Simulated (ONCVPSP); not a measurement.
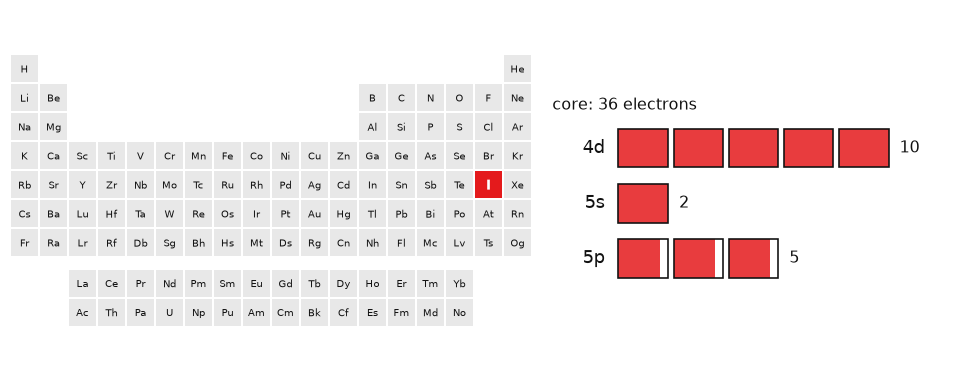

**Figure 1.** Left, the place of iodine in the periodic table; right, the valence shells of the reference configuration: a box for each of the 2l + 1 orbitals, shaded by the share of the shell that is filled, with the electron count at the right.

Run report: I, pseudopotential generation

System: iodine (I, Z = 53), core [Kr], reference valence 4d10 5s2 5p5, valence charge 17.
Method: ONCV potential, LDA (Perdew-Wang 92), scalar-relativistic, made with ONCVPSP 4.0.1.

**Input file**
```
# ATOM AND REFERENCE CONFIGURATION
# atsym  z   nc   nv     iexc    psfile
  I 53.00    8    3  -001012      upf
#
#   n    l    f
    1    0    2.00
    2    0    2.00
    2    1    6.00
    3    0    2.00
    3    1    6.00
    3    2   10.00
    4    0    2.00
    4    1    6.00
    4    2   10.00
    5    0    2.00
    5    1    5.00
#
# PSEUDOPOTENTIAL AND OPTIMIZATION
# lmax
    2
#
#   l,   rc,      ep,       ncon, nbas, qcut
    0    1.65    0.00    4    7    3.60
    1    2.15    0.00    4    8    3.70
    2    1.35    0.00    5    9   13.40
#
# LOCAL POTENTIAL
# lloc, lpopt,  rc(5),   dvloc0
    4    3    0.85    1.00
#
# VANDERBILT-KLEINMAN-BYLANDER PROJECTORs
# l, nproj, debl
    0    2    3.10
    1    3    0.30
    2    2    0.80
#
# MODEL CORE CHARGE
# icmod, fcfact, rcfact
    3    3.75    1.25
#
# LOG DERIVATIVE ANALYSIS
# epsh1, epsh2, depsh
   -3.00    5.00    0.02
#
# OUTPUT GRID
# rlmax, drl
    6.00    0.01
#
# TEST CONFIGURATIONS
# ncnf
    4
# nvcnf
#   n    l    f
    3
    4    2   10.00
    5    0    2.00
    5    1    4.00
#
    3
    4    2   10.00
    5    0    2.00
    5    1    3.00
#
    3
    4    2   10.00
    5    0    2.00
    5    1    2.00
#
    3
    4    2   10.00
    5    0    2.00
    5    1    1.00
#
```

Run as:
```bash
oncvpsp.x < I.dat > I.out
```

**Output (extracts)**
```
ONCVPSP  (Optimized Norm-Conservinng Vanderbilt PSeudopotential)
scalar-relativistic version 4.0.1

#   n    l    f        energy (Ha)
    1    0    2.00    -1.2108292E+03
    2    0    2.00    -1.8711327E+02
    2    1    6.00    -1.6803520E+02
    3    0    2.00    -3.7747094E+01
    3    1    6.00    -3.1564243E+01
    3    2   10.00    -2.2277931E+01
    4    0    2.00    -6.6207039E+00
    4    1    6.00    -4.6795107E+00
    4    2   10.00    -1.8496762E+00
    5    0    2.00    -6.4870042E-01
    5    1    5.00    -2.6602151E-01

Reference configufation results
  iterations    25
  all-electron total energy (Ha)   -7.11061200D+03

Begin loop to  construct optimized pseudo wave functions
and semi-local pseudopoentials for all angular momenta

   Wellstate for l =  0  n =  7
     eigenvalue =   2.4513
     asymptotic potential =   2.9513
     half-point radius =  3.4951

Calculating optimized projector #   1

 for l=   0

    Fraction of norm inside rc  0.349055
    Optimizing pswf for qcut=   3.61 a_B^-1,  ecut=   6.51 Ha
    Residual kinetic energy error=  6.96D-03 Ha

    Energy error per electron        Cutoff
         Ha          eV             Ha
         0.01000     0.27211        6.10
         0.00100     0.02721       14.53
         0.00010     0.00272       31.22
         0.00001     0.00027       37.27

Calculating optimized projector #   2

 for l=   0

    Fraction of norm inside rc  0.093861
    Optimizing pswf for qcut=   3.61 a_B^-1,  ecut=   6.51 Ha
    Residual kinetic energy error=  4.76D-02 Ha

    Energy error per electron        Cutoff
         Ha          eV             Ha
         0.01000     0.27211       12.94
         0.00100     0.02721       52.91
         0.00010     0.00272       64.62
         0.00001     0.00027       86.20

   Wellstate for l =  1  n =  6
     eigenvalue =   0.0340
     asymptotic potential =   0.5340
     half-point radius = 25.4185

   Wellstate for l =  1  n =  7
     eigenvalue =   0.3340
     asymptotic potential =   0.8340
     half-point radius = 11.6476

Calculating optimized projector #   1

 for l=   1

    Fraction of norm inside rc  0.418691
    Optimizing pswf for qcut=   3.71 a_B^-1,  ecut=   6.86 Ha
    Residual kinetic energy error=  1.30D-03 Ha

    Energy error per electron        Cutoff
         Ha          eV             Ha
         0.01000     0.27211        2.53
         0.00100     0.02721        7.49
         0.00010     0.00272       37.07
         0.00001     0.00027       45.01

Calculating optimized projector #   2

 for l=   1

    Fraction of norm inside rc  0.027202
    Optimizing pswf for qcut=   3.71 a_B^-1,  ecut=   6.86 Ha
    Residual kinetic energy error=  1.16D-04 Ha

    Energy error per electron        Cutoff
         Ha          eV             Ha
         0.01000     0.27211        1.18
         0.00100     0.02721        2.56
         0.00010     0.00272        7.10
         0.00001     0.00027       23.85

Calculating optimized projector #   3

 for l=   1

    Fraction of norm inside rc  0.062749
    Optimizing pswf for qcut=   3.71 a_B^-1,  ecut=   6.86 Ha
    Residual kinetic energy error=  4.20D-04 Ha

    Energy error per electron        Cutoff
         Ha          eV             Ha
         0.01000     0.27211        1.82
         0.00100     0.02721        5.55
         0.00010     0.00272        9.97
         0.00001     0.00027       48.27

WARNING wellstate: negative energy specified for n= 5 l=  2
WARNING scattering state with energy  0.25000000
WARNING will be used for the first projector

   Wellstate for l =  2  n =  5
     eigenvalue =   0.2500
     asymptotic potential =   0.7500
     half-point radius =  5.0321

Calculating optimized projector #   1

 for l=   2

    Fraction of norm inside rc  0.879723
    Optimizing pswf for qcut=  13.39 a_B^-1,  ecut=  89.69 Ha
    Residual kinetic energy error=  1.25D-08 Ha

    Energy error per electron        Cutoff
         Ha          eV             Ha
         0.01000     0.27211       44.04
         0.00100     0.02721       54.77
         0.00010     0.00272       63.79
         0.00001     0.00027       71.54

Calculating optimized projector #   2

 for l=   2

    Fraction of norm inside rc  0.033313
    Optimizing pswf for qcut=  13.39 a_B^-1,  ecut=  89.69 Ha
    Residual kinetic energy error=  3.97D-09 Ha

    Energy error per electron        Cutoff
         Ha          eV             Ha
         0.01000     0.27211       32.08
         0.00100     0.02721       45.05
         0.00010     0.00272       56.57
         0.00001     0.00027       66.22

Construct Vanderbilt / Kleinmman-Bylander projectors

B matrix Hermiticity error, ll=   0
   1   2   -2.8613E-04

  Orthonormal projector coefficients  1.6159E+01  2.3211E+00

B matrix Hermiticity error, ll=   1
   1   2    6.5145E-06
   1   3   -2.1697E-05
   2   3    3.0318E-06

  Orthonormal projector coefficients -4.3405E+01  9.0034E+00  1.5687E+00

B matrix Hermiticity error, ll=   2
   1   2    2.5160E-04

  Orthonormal projector coefficients  1.9481E+00  4.7137E-01

Model core correction analysis
  based on d2Exc/dn_idn_j

d2excae - all-electron derivatives

   -2.489450D-02   -6.803907D-03   -3.702209D-03
   -6.803759D-03   -2.151758D-02   -1.787817D-02
   -3.702168D-03   -1.787817D-02   -1.855785D-02

d2excps - pseudofunction derivatives with no core correction

   -4.171801D-02   -8.572867D-03   -4.627784D-03
   -8.572780D-03   -2.284008D-02   -1.855718D-02
   -4.627802D-03   -1.855724D-02   -1.884905D-02

rms 2nd derivative error    5.713131E-03

rmatch, rhocmatch    0.7764   22.5353

Teter function model core charge with specified parameters

d2excps - pseudofunction derivatives with core correction

   -3.239783D-02   -8.141851D-03   -4.391808D-03
   -8.141718D-03   -2.277302D-02   -1.852373D-02
   -4.391800D-03   -1.852380D-02   -1.883216D-02

rms 2nd derivative error    2.652387E-03

Pseudoatom total energy -110.451486

Diagnostic tests using Vanderbilt-Kleinman-Bylander pseudopotentials
  1 or more projectors used as specified by nproj input data

   l    rcore       rmatch      e in        delta e   norm test  slope test

   0   1.6596527   1.7100433  -0.6487004  -0.0000037   1.0000639   1.0003117
   0   1.6596527   1.7100433   2.4512996   0.0000017   1.0003855   1.0003855

   1   2.1593764   2.2249398  -0.2660215  -0.0000004   1.0000393   1.0000633
   1   2.1593764   2.2249398   0.0339785   0.0000016   1.0001074   1.0001074
   1   2.1593764   2.2249398   0.3339785   0.0000015   1.0001295   1.0001295

   2   1.3542095   1.3953263  -1.8496762   0.0000515   1.0002000   1.0002485
   2   1.3542095   1.3953263   0.2500000   0.0001446   1.0004305   1.0004305

 Testing for bound ghosts
   n   l    E NL Schr. Eq   E Basis Diag.   E Cutoff

       0                       -6.363933     67.69  WARNING - GHOST(-)
   1   0       -0.648704       -0.645534     67.69

       1                       -7.921634     84.47  WARNING - GHOST(-)
       1                       -0.566959     84.47  WARNING - GHOST(-)
   2   1       -0.266022       -0.263597     84.47

   3   2       -1.849625       -1.849589    242.39

 Testing for highly-localized positive-energy ghosts
       l    <radius>/rc     E Basis Diag.   E Cutoff

       0        0.997205        7.045448     67.69  WARNING - GHOST(+)

Test configuration 0

   n   l     f        eae           eps        diff
   1   0  2.0000-1210.82920821
   2   0  2.0000 -187.11327374
   2   1  6.0000 -168.03520350
   3   0  2.0000  -37.74709384
   3   1  6.0000  -31.56424280
   3   2 10.0000  -22.27793100
   4   0  2.0000   -6.62070386
   4   1  6.0000   -4.67951068
   4   2 10.0000   -1.84967623   -1.84962468    5.15D-05
   5   0  2.0000   -0.64870042   -0.64870413   -3.71D-06
   5   1  5.0000   -0.26602151   -0.26602189   -3.87D-07

    Total energies and differences
      AE_ref= -7.11061200D+03  AE_tst= -7.11061200D+03  dif=  0.00D+00
      PS_ref= -1.10451486D+02  PS_tst= -1.10451486D+02  dif= -1.71D-13
      PSP excitation error=  1.71D-13

Test configuration 1

   n   l     f        eae           eps        diff
   1   0  2.0000-1211.18599300
   2   0  2.0000 -187.46823177
   2   1  6.0000 -168.39039525
   3   0  2.0000  -38.10121013
   3   1  6.0000  -31.91838225
   3   2 10.0000  -22.63207193
   4   0  2.0000   -6.97304275
   4   1  6.0000   -5.03157822
   4   2 10.0000   -2.20059026   -2.19897981    1.61D-03
   5   0  2.0000   -0.97462624   -0.97451957    1.07D-04
   5   1  4.0000   -0.57095122   -0.57092542    2.58D-05

    Total energies and differences
      AE_ref= -7.11061200D+03  AE_tst= -7.11019675D+03  dif=  4.15D-01
      PS_ref= -1.10451486D+02  PS_tst= -1.10036126D+02  dif=  4.15D-01
      PSP excitation error= -1.08D-04

Test configuration 2

   n   l     f        eae           eps        diff
   1   0  2.0000-1211.59354103
   2   0  2.0000 -187.87245793
   2   1  6.0000 -168.79503237
   3   0  2.0000  -38.50381889
   3   1  6.0000  -32.32103073
   3   2 10.0000  -23.03474048
   4   0  2.0000   -7.37213178
   4   1  6.0000   -5.43012489
   4   2 10.0000   -2.59702815   -2.59297051    4.06D-03
   5   0  2.0000   -1.33479841   -1.33445474    3.44D-04
   5   1  3.0000   -0.90861014   -0.90849960    1.11D-04

    Total energies and differences
      AE_ref= -7.11061200D+03  AE_tst= -7.10945957D+03  dif=  1.15D+00
      PS_ref= -1.10451486D+02  PS_tst= -1.09298804D+02  dif=  1.15D+00
      PSP excitation error= -2.53D-04

Test configuration 3

   n   l     f        eae           eps        diff
   1   0  2.0000-1212.04454116
   2   0  2.0000 -188.31847898
   2   1  6.0000 -169.24165973
   3   0  2.0000  -38.94732770
   3   1  6.0000  -32.76459752
   3   2 10.0000  -23.47835364
   4   0  2.0000   -7.81011100
   4   1  6.0000   -5.86724670
   4   2 10.0000   -3.03099028   -3.02363265    7.36D-03
   5   0  2.0000   -1.72183567   -1.72108527    7.50D-04
   5   1  2.0000   -1.27220781   -1.27193472    2.73D-04

    Total energies and differences
      AE_ref= -7.11061200D+03  AE_tst= -7.10837141D+03  dif=  2.24D+00
      PS_ref= -1.10451486D+02  PS_tst= -1.08210526D+02  dif=  2.24D+00
      PSP excitation error= -3.72D-04

Test configuration 4

   n   l     f        eae           eps        diff
   1   0  2.0000-1212.53451639
   2   0  2.0000 -188.80168244
   2   1  6.0000 -169.72568084
   3   0  2.0000  -39.42702085
   3   1  6.0000  -33.24436852
   3   2 10.0000  -23.95820407
   4   0  2.0000   -8.28204751
   4   1  6.0000   -6.33797262
   4   2 10.0000   -3.49743100   -3.48600056    1.14D-02
   5   0  2.0000   -2.13078350   -2.12942363    1.36D-03
   5   1  1.0000   -1.65689841   -1.65638860    5.10D-04

    Total energies and differences
      AE_ref= -7.11061200D+03  AE_tst= -7.10690884D+03  dif=  3.70D+00
      PS_ref= -1.10451486D+02  PS_tst= -1.06747930D+02  dif=  3.70D+00
      PSP excitation error= -3.94D-04
```

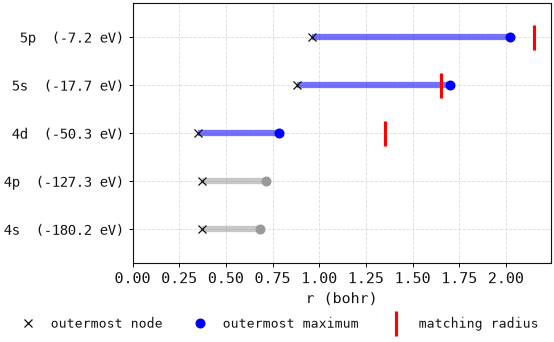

**Figure 2.** Outer shells of the all-electron reference atom: each bar runs from the outermost node (or the nucleus) to the outermost maximum of u(r); the tick is the radius chosen for the pseudo-wave. Shells without a tick have no pseudo-wave of their own. Levels, nodes and maxima are from ld1.x, scalar-relativistic.

- Radii against the shells: 4d: 1.35 bohr, outside the maximum; 5s: 1.65 bohr, between node and maximum; 5p: 2.15 bohr, outside the maximum.

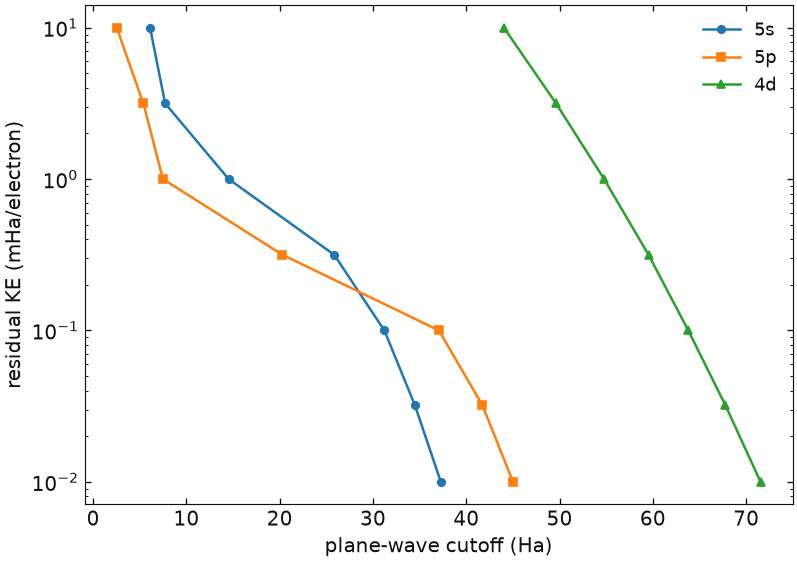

**Figure 3.** Residual kinetic energy of the pseudo-waves (the first of each channel, and further valence shells) beyond the plane-wave cutoff, as the generator prints it.

- Cutoffs for 1 mHa per electron: 4d: 55 Ha; 5s: 15 Ha; 5p: 7.5 Ha.
- Hardest wave at 1 mHa per electron: 4d, with rc = 1.35 bohr and qcut = 13.4 1/bohr. The optimisation minimises, but can't always remove, the kinetic energy above qcut²/2 = 89.8 Ha, and a larger rc would as a rule soften the wave at some cost in transferability.
- Cutoffs for the occupied states: 55 Ha for 1 mHa and 64 Ha for 0.1 mHa per electron. The first is set by 4d. The potential isn't sound: its ghost test gives GHOST(-) flagged for s at -173.2 eV, p at -215.6 eV, p at -15.4 eV; GHOST(+) flagged for s at 191.7 eV.

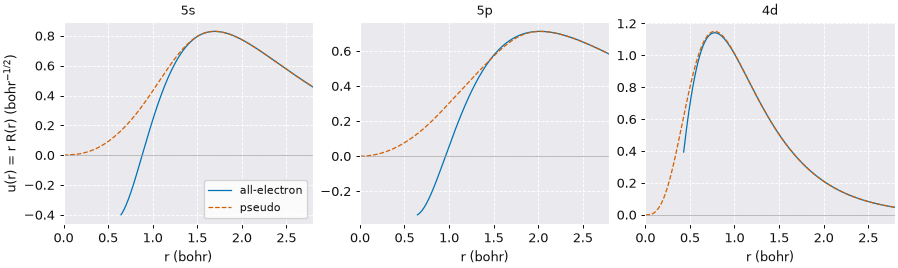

**Figure 4.** Pseudo-waves (dashed) against the all-electron radial functions (solid). The innermost oscillations of some all-electron curves aren't drawn. Reference configuration 4d10 5s2 5p5.

- Matching radii: 5s at 1.65 bohr; 5p at 2.15 bohr; 4d at 1.35 bohr. The curves merge smoothly, so the plot gives these only roughly.
- Nodes of the pseudo-waves: 5s has no node; 5p has no node; 4d has no node.
- Cutoffs needed: 55 Ha (loose) and 64 Ha (tight), as the cutoffs at which the residual kinetic energy of the hardest occupied pseudo-wave falls to 1 and 0.1 mHa per electron.

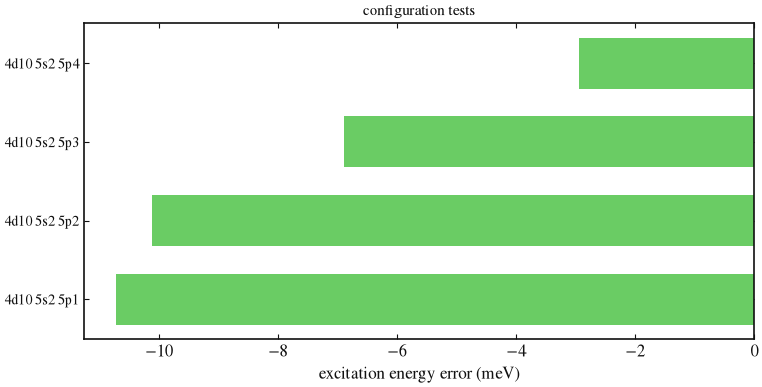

**Figure 5.** Errors, all-electron minus pseudo, of the energies of valence configurations relative to the unpolarised reference 4d10 5s2 5p5.

- Worst configuration: 4d10 5s2 5p1 (charge +4): the error is -11 meV on an all-electron energy of +100.77 eV relative to the reference, or 0.011 %.

**Key numbers**

- outcome: generated, with a ghost state
- cutoffs needed: 55 Ha and 64 Ha (the cutoffs at which the residual kinetic energy of the hardest occupied pseudo-wave falls to 1 and 0.1 mHa per electron)
- ghost test: GHOST(-) flagged for s at -173.2 eV, p at -215.6 eV, p at -15.4 eV; GHOST(+) flagged for s at 191.7 eV
- largest excitation error: -11 meV (all-electron minus pseudo) for 4d10 5s2 5p1, out of 4 test configurations
- rms error of d²Exc/dni dnj: 5.71 mHa without and 2.65 mHa with the model core
- range over which the phases arctan(r R′/R) at the test radius agree within 0.05 rad (a looser test near the poles than one of phase shifts): s: over the whole range computed; d: over the whole range computed; p: not judged, the stored energies step over a narrow level; f: not judged, local potential alone
- hardware: 1 CPU thread, shared host
- wall time: 3.7 s

**Notes**

The potential has a bound ghost state, so it can't be used as it stands. Warnings of the program, in the generation or the tests: wellstate: negative energy specified for n= 5 l= 2.
